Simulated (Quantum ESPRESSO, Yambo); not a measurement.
# Excitons of AlN (F-43m) on ever denser meshes, part 3 of 4

Wanted: excitons and ε₂ of AlN (F-43m), with cost.

Quantum ESPRESSO 7.5 and Yambo 5.3.0; PBE and many-body steps on it, plane waves. Known limits of the many-body steps: not at the basis limit; coarse k mesh; bindings not settled in the k mesh.

So far. Step 8 (Triplet (no exchange term)): The lowest triplet lies at 4.817 eV; without spin-orbit coupling triplets are dark, so no spectrum is read. Step 9 (Empty states on the mesh, 6×6×6 mesh, 12 bands): On this mesh the gap is 3.325 eV.

## 11. k mesh (6×6×6)

This step: Bethe-Salpeter equation on PBE with a scissors shift, plane waves, norm-conserving pseudopotentials.

bse6.in

```
optics
bss
bse
em1s
dipoles
rim_cut
RandQpts= 1000000
RandGvec= 1 RL
Chimod= "HARTREE"
BSKmod= "SEX"
BSEmod= "resonant"
BSSmod= "d"
BSENGexx= 20 Ry
BSENGBlk= 4 Ry
% BSEQptR
 1 | 1 |
%
% BSEBands
 2 | 5 |
%
% BEnRange
 0 | 8 | eV
%
% BDmRange
 0.1 | 0.1 | eV
%
BEnSteps= 161
% BLongDir
 1 | 0 | 0 |
%
% BndsRnXs
 1 | 12 |
%
NGsBlkXs= 4 Ry
% LongDrXs
 1 | 1 | 1 |
%
% KfnQP_E
 1.327 | 1.0 | 1.0 |
%
WRbsWF
FFTGvecs= 32 Ry
```

On the command line:

```bash
OMP_NUM_THREADS=1 mpirun -n 8 yambo -F bse6.in -J bse6 -C bse6 > bse6.log
```

Output:

```text
 Yambo, version 5.3.0

 [02] CORE Variables Setup
 =========================

  [... cell, symmetries and grids as in the set-up ...]

  [02.05] Energies & Occupations
  ==============================

  [X] === General ===
  [X] Electronic Temperature                        :  0.000000  0.000000 [eV K]
  [X] Bosonic    Temperature                        :  0.000000  0.000000 [eV K]
  [X] Finite Temperature mode                       : no
  [X] El. density                                   :  0.38398E+24 [cm-3]
  [X] Fermi Level                                   :  6.956543 [eV]

  [X] === Gaps and Widths ===
  [X] Conduction Band Min                           :  3.324858 [eV]
  [X] Valence Band Max                              :  0.000000 [eV]
  [X] Filled Bands                                  :   4
  [X] Empty Bands                                   :   5  12
  [X] Direct Gap                                    :  4.192097 [eV]
  [X] Direct Gap localized at k                     :  1
  [X] Indirect Gap                                  :  3.324858 [eV]
  [X] Indirect Gap between kpts                     :   1  13
  [X] Last valence band width                       :  2.503467 [eV]
  [X] 1st conduction band width                     :  4.659018 [eV]

 [03] Transferred momenta grid and indexing
 ==========================================

 [BZ sampling] Q-grid is User defined and/or read from the database

 IBZ Q-points                                      :  16
 BZ  Q-points                                      :  216

 K/Q-points units:
 rlu = crystal or reduced units; cc = cartesian coordinates; iku = interal k-units

 Q [ 1]         [rlu]:  0.000000  0.000000  0.000000
 Q [ 2]         [rlu]:  0.37242E-17  0.37242E-17  0.16667
[...]
MATRIX transfer (NONE) :      0.0252s P4 (  2 calls,  12.576 msec avg) [MAX]      0.0229s P5 (  2 calls,  11.469 msec avg) [min]
                                       FFT_setup :      0.0422s P3 ( 41 calls,   1.030 msec avg) [MAX]      0.0282s P8 ( 40 calls,   0.706 msec avg) [min]
                                     io_fragment :      0.0625s P1 (128 calls,   0.488 msec avg) [MAX]      0.0344s P4 (104 calls,   0.331 msec avg) [min]
                            X T_space Kernel sum :      0.1608s P3 (136 calls,   1.182 msec avg) [MAX]      0.0358s P2 (136 calls,   0.263 msec avg) [min]
                                  DIPOLE_g_space :      0.0406s P8 [MAX]      0.0405s P1 [min]
                                     WF_load_FFT :      0.0692s P8 ( 32 calls,   2.162 msec avg) [MAX]      0.0430s P4 ( 33 calls,   1.303 msec avg) [min]
                                           io_WF :      0.0910s P7 (122 calls,   0.746 msec avg) [MAX]      0.0610s P4 (126 calls,   0.484 msec avg) [min]
                                T_space EXX Osc. :      0.1088s P3 ( 23 calls,   4.729 msec avg) [MAX]      0.0831s P7 ( 22 calls,   3.778 msec avg) [min]
                               T_space CORR Osc. :      0.1850s P4 ( 68 calls,   2.720 msec avg) [MAX]      0.1126s P1 ( 68 calls,   1.656 msec avg) [min]
                                  Xo (procedure) :      0.2473s P3 ( 16 calls,  15.454 msec avg) [MAX]      0.2274s P6 ( 16 calls,  14.214 msec avg) [min]
                                X T_space Kernel :      0.4705s P3 [MAX]      0.3340s P2 [min]
                                             RIM :      0.5546s P8 [MAX]      0.5545s P4 [min]
              PARALLEL_HERMITIAN_diagonalization :      0.5960s P5 [MAX]      0.5938s P4 [min]
                                  LINEAR ALGEBRA :      0.6234s P4 ( 17 calls,  36.673 msec avg) [MAX]      0.6190s P5 [min]
                                    Diago Solver :      0.6646s P1 [MAX]      0.6438s P2 [min]
                                         Dipoles :      1.0563s P5 [MAX]      1.0563s P6 [min]

 [11] Game Over & Game summary
```

Wall time 4 s (8 MPI ranks of Arm Neoverse V2, shared host); peak memory 1.9 GiB.

Numbers from this step:

```yaml
transitions_in_the_window: 648
direct_gap_of_the_transition_levels: 5.519 eV
lowest_state: 5.026 eV
first_strong_exciton_over_a_fiftieth_of_the_strongest_listed: 5.026 eV
binding_of_the_lowest_state_below_the_direct_gap: 0.4929 eV
coulomb_term_of_one_mesh_cell: 0.5608 eV
```

The binding is 0.88 times the screened Coulomb term of one mesh cell (0.56 eV), so it is not shown settled.

The lowest state lies at 5.026 eV, 0.493 eV under the direct gap.

The ε₂ has structure finer than the step of the table below, so its rows give means over 0.5 eV, whole bins alone (the curve runs from 0 to 8 eV). Peaks (eV: height): BSE 5.05: 4.23, 5.90: 8.92, 6.45: 16.3, 6.85: 17.9, 7.95: 12.3; no electron-hole interaction 5.50: 2.16, 6.45: 3.20, 7.05: 6.55, 7.50: 13.7.

Field along x; broadening 0.1 eV; transition window only. Limits: finite bands, cutoff and mesh; exciton not shown settled in the k mesh. The ε₂ by photon energy; means over each step:

| photon energy (eV) | BSE | no electron-hole interaction |
| --- | --- | --- |
| 0.5 | 0.0192 | 0.0132 |
| 1.0 | 0.0227 | 0.0152 |
| 1.5 | 0.0274 | 0.0177 |
| 2.0 | 0.0338 | 0.0209 |
| 2.5 | 0.0430 | 0.0251 |
| 3.0 | 0.0570 | 0.0309 |
| 3.5 | 0.0808 | 0.0394 |
| 4.0 | 0.130 | 0.0531 |
| 4.5 | 0.321 | 0.0799 |
| 5.0 | 2.23 | 0.180 |
| 5.5 | 1.22 | 1.14 |
| 6.0 | 5.28 | 0.512 |
| 6.5 | 9.45 | 1.85 |
| 7.0 | 8.60 | 3.67 |
| 7.5 | 2.39 | 7.99 |

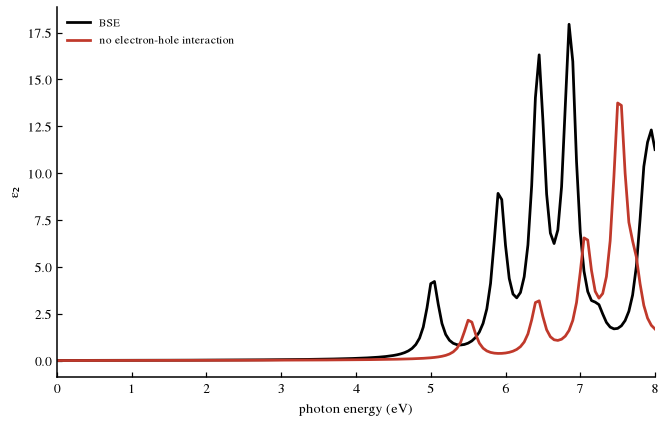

ε₂, plotted against photon energy.

## 12. Triplet (no exchange term)

bse7.in, as its differences from bse6.in of step 11:

```diff
@@ -12,3 +12,3 @@
 BSSmod= "d"
-BSENGexx= 20 Ry
+BSENGexx= 1 RL
 BSENGBlk= 4 Ry
```

On the command line:

```bash
OMP_NUM_THREADS=1 mpirun -n 8 yambo -F bse7.in -J bse7,bse6_W -C bse7 > bse7.log
```

Output:

```text
 Yambo, version 5.3.0

 [02] CORE Variables Setup
 =========================

  [... cell, symmetries and grids as in the set-up ...]

  [02.05] Energies & Occupations
  ==============================

  [X] === General ===
  [X] Electronic Temperature                        :  0.000000  0.000000 [eV K]
  [X] Bosonic    Temperature                        :  0.000000  0.000000 [eV K]
  [X] Finite Temperature mode                       : no
  [X] El. density                                   :  0.38398E+24 [cm-3]
[...]
T_space CORR Osc. :      0.1715s P8 ( 64 calls,   2.680 msec avg) [MAX]      0.1033s P1 ( 68 calls,   1.519 msec avg) [min]
                        X T_space Kernel :      0.3850s P4 [MAX]      0.2470s P2 [min]
      PARALLEL_HERMITIAN_diagonalization :      0.6114s P1 [MAX]      0.6021s P7 [min]
                          LINEAR ALGEBRA :      0.6368s P8 [MAX]      0.6362s P1 [min]
                            Diago Solver :      0.6734s P1 [MAX]      0.6668s P5 [min]

 [11] Game Over & Game summary
[key lines of the parts left out:]
Dipoles :      0.0026s P1 [MAX]      0.0026s P3 [min]
```

The job ended after 1.9 s (8 MPI ranks; peak memory 0.26 GiB; 13 s of CPU time).

The lowest triplet lies at 5.000 eV; without spin-orbit coupling triplets are dark, so no spectrum is read.

## 13. Empty states on the mesh, 8×8×8 mesh, 12 bands

This step: Quantum ESPRESSO 7.5; DFT, PBE, plane waves, norm-conserving pseudopotentials.

pw.in

```
&control
  calculation = 'nscf'
  prefix = 'x'
  outdir = 'o'
  pseudo_dir = 'pseudo'
/
&system
  ibrav = 0
  nat = 2
  ntyp = 2
  ecutwfc = 72.0
  nbnd = 12
  force_symmorphic = .true.
/
&electrons
  conv_thr = 1e-9
  electron_maxstep = 80
  diago_full_acc = .true.
  diago_thr_init = 5e-6
/
ATOMIC_SPECIES
  Al 26.982 Al.upf
  N 14.007 N.upf
CELL_PARAMETERS angstrom
  -0.0000000000 2.1839935596 2.1839935596
  2.1839935596 -0.0000000000 2.1839935596
  2.1839935596 2.1839935596 -0.0000000000
ATOMIC_POSITIONS crystal
  Al 0.0000000000 0.0000000000 0.0000000000
  N 0.7500000000 0.7500000000 0.7500000000
K_POINTS automatic
  8 8 8 0 0 0
```

On the command line:

```bash
OMP_NUM_THREADS=1 mpirun -n 8 pw.x -nk 4 -in pw.in > pw.out
```

Output:

```text
[banner, memory and clock lines left out]
Program PWSCF v.7.5 starts

     Atomic positions and unit cell read from directory:
     o/x.save/

     Message from routine setup:
     using ibrav=0 with symmetry is DISCOURAGED, use correct ibrav instead

     bravais-lattice index     =            0
     lattice parameter (alat)  =       5.8367  a.u.
     unit-cell volume          =     140.5985 (a.u.)^3
     number of atoms/cell      =            2
     number of atomic types    =            2
     number of electrons       =         8.00
[...]
-8.0106   6.9565   6.9565   6.9565  11.1486  19.5460  19.5460  19.5460
    24.7019  24.7019  26.0437  26.0437

          k = 0.0884 0.0884-0.0884 (  1438 PWs)   bands (ev):

    -7.7834   5.7785   6.8781   6.8781  12.0884  18.9662  19.7142  19.7142
    23.1487  23.1487  24.9976  28.5215

          k = 0.1768 0.1768-0.1768 (  1447 PWs)   bands (ev):

    -7.1600   3.6988   6.7010   6.7010  13.4084  17.9339  19.3059  19.3059
    23.2695  23.2695  24.1996  31.5170

          k = 0.2652 0.2652-0.2652 (  1441 PWs)   bands (ev):

     [... further k-points ...]

     highest occupied, lowest unoccupied level (ev):     6.9565   10.2814

     XML data file, pseudopotentials, collected wavefunctions
```

Elapsed: 1.1 s, on 8 MPI ranks; peak memory 0.05 GiB; 7.5 s of CPU time.

This step gave:

| Property | Result |
| --- | --- |
| gap | 3.325 eV |
| k of the valence top | 0, 0, 0 |
| k of the conduction bottom | 0, -0.5, -0.5 |
| least direct gap | 4.192 eV |
| k points computed | 29 |
| lowest point of the top converged band, above the valence top | 19.09 eV |

On this mesh the gap is 3.325 eV.

## 14. Conversion and set-up

This step: Yambo 5.3.0; conversion and set-up on PBE, plane waves, norm-conserving pseudopotentials.

On the command line:

```bash
(cd o/x.save; p2y > p2y.log; mv SAVE ../..); yambo > setup.log
```

Output:

```text
 Yambo, version 5.3.0

 [02] CORE Variables Setup
 =========================

  [02.01] Unit cells
  ==================

  Cell kind             :  FCC
  Atoms in the cell     :  Al  N
  number of Al atoms    :  1
  number of N  atoms    :  1

  List of atomic masses
  Mass of Al    :  26.98200
  Mass of N     :  14.00700

  List of atomic coordinates    : [cc]
  Al1       :  0.000000  0.000000  0.000000  order 1
  N1       :  6.190725  6.190725  6.190725  order 2

  Alat factors          :  4.127150  4.127150  4.127150 [a.u.]
  Direct lattice volume :  140.5985 [a.u.]
[...]
Q [ 1]         [rlu]:  0.000000  0.000000  0.000000
 Q [ 2]         [rlu]: -0.26489E-17 -0.26489E-17  0.12500
 Q [ 3]         [rlu]: -0.52978E-17 -0.52978E-17  0.25000
[...]
Q [ 8]         [rlu]: -0.23529E-16  0.12500      0.37500
 Q [ 9]         [rlu]: -0.52269E-17  0.12500      0.50000
 Q [10]         [rlu]:  0.10596E-16  0.12500     -0.37500
     [... 17 further rows ...]
 Q [28]         [rlu]:  0.125000 -0.500000 -0.375000
 Q [29]         [rlu]:  0.250000 -0.500000 -0.250000

  [03.01] X indexes
  =================

   [03.01.01] Sigma indexes
   ========================

 [06] Game Over & Game summary
```

The job ended after 2.1 s (1 MPI rank; peak memory 0.24 GiB).

## 15. k mesh (8×8×8)

This step: Bethe-Salpeter equation on PBE with a scissors shift, plane waves, norm-conserving pseudopotentials.

bse9.in, as its differences from bse7.in of step 12:

```diff
@@ -12,3 +12,3 @@
 BSSmod= "d"
-BSENGexx= 1 RL
+BSENGexx= 20 Ry
 BSENGBlk= 4 Ry
```

On the command line:

```bash
OMP_NUM_THREADS=1 mpirun -n 8 yambo -F bse9.in -J bse9 -C bse9 > bse9.log
```

Output:

```text
 Yambo, version 5.3.0

 [02] CORE Variables Setup
 =========================

  [... cell, symmetries and grids as in the set-up ...]

  [02.05] Energies & Occupations
  ==============================

  [X] === General ===
  [X] Electronic Temperature                        :  0.000000  0.000000 [eV K]
  [X] Bosonic    Temperature                        :  0.000000  0.000000 [eV K]
  [X] Finite Temperature mode                       : no
  [X] El. density                                   :  0.38398E+24 [cm-3]
[...]
==========================================================

   [BSE] Exchange components :  229
   [BSE] Correlation components :   27  229

    [08.01.05.01] Screened interaction header I/O
    =============================================

    [08.01.05.02] Main kernel loop
    ==============================

    [08.01.05.03] Wave-Function Phases
    ==================================

    [BSE] WF phases found       :  55.49569 [o/o]

   [08.01.06] BSE solver(s) @q1
   ============================

   [SLK-Digonalization]  Pools        :  2
   [SLK-Digonalization]  BLACS grid   :  2  2

   [08.01.07] Diago Solver @q1
   ===========================

 [11] Game Over & Game summary
```

The job ended after 16 s (8 MPI ranks; peak memory 2.7 GiB; 1.8 min of CPU time).

Numbers from this step:

```
transitions in the window                                      : 1536
direct gap of the transition levels                            : 5.519 eV
lowest state                                                   : 5.135 eV
first strong exciton (over a fiftieth of the strongest listed) : 5.135 eV
binding of the lowest state below the direct gap               : 0.3841 eV
Coulomb term of one mesh cell                                  : 0.4283 eV
```

The binding is 0.90 times the screened Coulomb term of one mesh cell (0.43 eV), so it is not shown settled.

The lowest state lies at 5.135 eV, 0.384 eV under the direct gap.

The ε₂ has structure finer than the step of the table below, so its rows give means over 0.5 eV, whole bins alone (the curve runs from 0 to 8 eV). Peaks (eV: height): BSE 6.00: 14.5, 6.55: 15.5, 7.40: 12.0; no electron-hole interaction 6.55: 3.92, 7.10: 7.79.

Field along x; broadening 0.1 eV; transition window only. Limits: finite bands, cutoff and mesh; exciton not shown settled in the k mesh. The ε₂ by photon energy; means over each step:

| photon energy (eV) | BSE | no electron-hole interaction |
| --- | --- | --- |
| 0.5 | 0.0184 | 0.0127 |
| 1.0 | 0.0217 | 0.0145 |
| 1.5 | 0.0261 | 0.0168 |
| 2.0 | 0.0320 | 0.0197 |
| 2.5 | 0.0402 | 0.0236 |
| 3.0 | 0.0525 | 0.0287 |
| 3.5 | 0.0723 | 0.0361 |
| 4.0 | 0.109 | 0.0473 |
| 4.5 | 0.208 | 0.0670 |
| 5.0 | 1.28 | 0.124 |
| 5.5 | 1.16 | 0.560 |
| 6.0 | 7.54 | 0.430 |
| 6.5 | 8.19 | 2.45 |
| 7.0 | 4.73 | 4.16 |
| 7.5 | 8.97 | 2.52 |

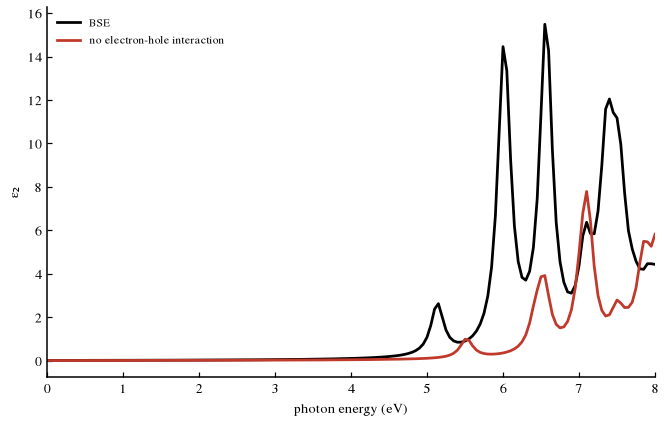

ε₂, plotted against photon energy.

## 16. Triplet (no exchange term)

bse10.in, as its differences from bse9.in of step 15:

```diff
@@ -12,3 +12,3 @@
 BSSmod= "d"
-BSENGexx= 20 Ry
+BSENGexx= 1 RL
 BSENGBlk= 4 Ry
```

On the command line:

```bash
OMP_NUM_THREADS=1 mpirun -n 8 yambo -F bse10.in -J bse10,bse9_W -C bse10 > bse10.log
```

Output:

```text
 Yambo, version 5.3.0

 [02] CORE Variables Setup
 =========================

  [... cell, symmetries and grids as in the set-up ...]

  [02.05] Energies & Occupations
  ==============================

  [X] === General ===
  [X] Electronic Temperature                        :  0.000000  0.000000 [eV K]
  [X] Bosonic    Temperature                        :  0.000000  0.000000 [eV K]
  [X] Finite Temperature mode                       : no
  [X] El. density                                   :  0.38398E+24 [cm-3]
[...]
=========================================

  [WARNING] [r,Vnl^pseudo] included in position and velocity dipoles.

  [WARNING] In case H contains other non local terms, these are neglected

 [07] Static Dielectric Matrix
 =============================

    [08.01.05.02] Main kernel loop
    ==============================

    [08.01.05.03] Wave-Function Phases
    ==================================

    [BSE] WF phases found       :  55.49569 [o/o]

   [08.01.06] BSE solver(s) @q1
   ============================

   [SLK-Digonalization]  Pools        :  2
   [SLK-Digonalization]  BLACS grid   :  2  2

   [08.01.07] Diago Solver @q1
   ===========================

 [11] Game Over & Game summary
```

The job ended after 13 s (8 MPI ranks; peak memory 2.8 GiB).

The lowest triplet lies at 5.119 eV; without spin-orbit coupling triplets are dark, so no spectrum is read.

## 17. Empty states on the mesh, 10×10×10 mesh, 12 bands

This step: Quantum ESPRESSO 7.5; DFT, PBE, plane waves, norm-conserving pseudopotentials.

pw.in: that of step 13 with these lines changed.

```diff
@@ -31,2 +31,2 @@
 K_POINTS automatic
-  8 8 8 0 0 0
+  10 10 10 0 0 0
```

On the command line:

```bash
OMP_NUM_THREADS=1 mpirun -n 8 pw.x -nk 4 -in pw.in > pw.out
```

Output:

```text
[banner, memory and clock lines left out]
Program PWSCF v.7.5 starts

     Atomic positions and unit cell read from directory:
     o/x.save/

     Message from routine setup:
     using ibrav=0 with symmetry is DISCOURAGED, use correct ibrav instead

     bravais-lattice index     =            0
     lattice parameter (alat)  =       5.8367  a.u.
     unit-cell volume          =     140.5985 (a.u.)^3
     number of atoms/cell      =            2
     number of atomic types    =            2
     number of electrons       =         8.00
[...]
-8.0106   6.9565   6.9565   6.9565  11.1486  19.5460  19.5460  19.5460
    24.7019  24.7019  26.0437  26.0437

          k = 0.0707 0.0707-0.0707 (  1441 PWs)   bands (ev):

    -7.8642   6.1466   6.9050   6.9050  11.8077  19.1531  19.6769  19.6769
    23.4310  23.4311  25.2569  27.8915

          k = 0.1414 0.1414-0.1414 (  1429 PWs)   bands (ev):

    -7.4475   4.5432   6.7764   6.7764  12.9318  18.3412  19.6026  19.6026
    22.8983  22.8983  24.3909  30.4190

          k = 0.2121 0.2121-0.2121 (  1438 PWs)   bands (ev):

     [... further k-points ...]

     highest occupied, lowest unoccupied level (ev):     6.9565   10.2814

     XML data file, pseudopotentials, collected wavefunctions
```

Wall time 1.3 s (8 MPI ranks); peak memory 0.05 GiB.

Numbers from this step:

```yaml
gap: 3.325 eV
k_of_the_valence_top: 0, 0, 0
k_of_the_conduction_bottom: 0, -0.5, -0.5
least_direct_gap: 4.192 eV
k_points_computed: 47
lowest_point_of_the_top_converged_band_above_the_valence_top: 19.09 eV
```

On this mesh the gap is 3.325 eV.

## 18. Conversion and set-up

This step: Yambo 5.3.0; conversion and set-up on PBE, plane waves, norm-conserving pseudopotentials.

On the command line:

```bash
(cd o/x.save; p2y > p2y.log; mv SAVE ../..); yambo > setup.log
```

Output:

```text
 Yambo, version 5.3.0

 [02] CORE Variables Setup
 =========================

  [02.01] Unit cells
  ==================

  Cell kind             :  FCC
  Atoms in the cell     :  Al  N
  number of Al atoms    :  1
  number of N  atoms    :  1

  List of atomic masses
  Mass of Al    :  26.98200
  Mass of N     :  14.00700

  List of atomic coordinates    : [cc]
  Al1       :  0.000000  0.000000  0.000000  order 1
  N1       :  6.190725  6.190725  6.190725  order 2

  Alat factors          :  4.127150  4.127150  4.127150 [a.u.]
  Direct lattice volume :  140.5985 [a.u.]
[...]
Q [ 1]         [rlu]:  0.000000  0.000000  0.000000
 Q [ 2]         [rlu]: -0.16838E-17 -0.16838E-17  0.10000
 Q [ 3]         [rlu]:  0.98609E-18  0.98609E-18  0.20000
[...]
Q [ 8]         [rlu]:  0.26699E-17  0.10000      0.20000
 Q [ 9]         [rlu]:  0.53397E-17  0.10000      0.30000
 Q [10]         [rlu]: -0.28745E-17  0.10000      0.40000
     [... 35 further rows ...]
 Q [46]         [rlu]:  0.200000  0.400000 -0.300000
 Q [47]         [rlu]:  0.200000 -0.500000 -0.300000

  [03.01] X indexes
  =================

   [03.01.01] Sigma indexes
   ========================

 [06] Game Over & Game summary
```

Wall time 2.4 s (1 MPI rank); peak memory 0.24 GiB.

(Part 3 of 4 ends here.)

[Paths, hosts, dates, memory and timing lines, banners, echoed tables and standing remarks are left out of the program output.]

[Logs are printed without paths, hosts, clocks, repeated set-up lines and the standing remarks that a program may print on its own settings, such as how far it seeks lower states.]

[Runs of the session that timed out or met a known fault of the program may be left out.]

[Hosts, paths, dates, database ids (printed as entryN), source tags and the programs' standing remarks are cut or masked in the printed files.]
